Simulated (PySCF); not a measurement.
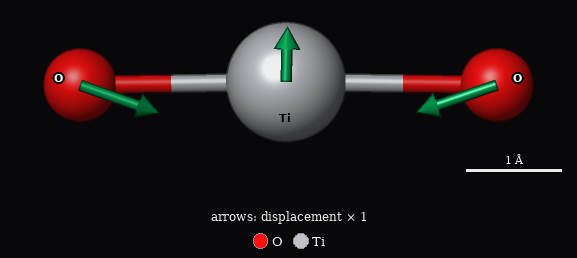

A relaxation of TiO2. The starting structure is drawn; green arrows show the displacements, at their true length. The two geometries are superimposed by the best rigid fit.

A ball-and-stick model, seen face on.

The start comes from UFF. Its atoms were then displaced at random by about 0.03 Å.

Computed with PBE0-D3(BJ)/def2-TZVP geometry optimisation, gas phase in PySCF. 

Which element moves most?

Oxygen: up to 0.90 Å, against 0.59 Å for titanium.

What happened in the run?

Over 12 geometry steps the energy falls by 734.1 kJ/mol. The atom that moves furthest after the best rigid fit is an O atom (0.90 Å). Largest moves by element: O 0.90 Å, Ti 0.59 Å. Among the contacts that change: O–Ti 2.220 → 1.627 Å, O–Ti 2.171 → 1.627 Å. Among the angles between lasting bonds that change: O–Ti–O 178.3° → 111.7°.
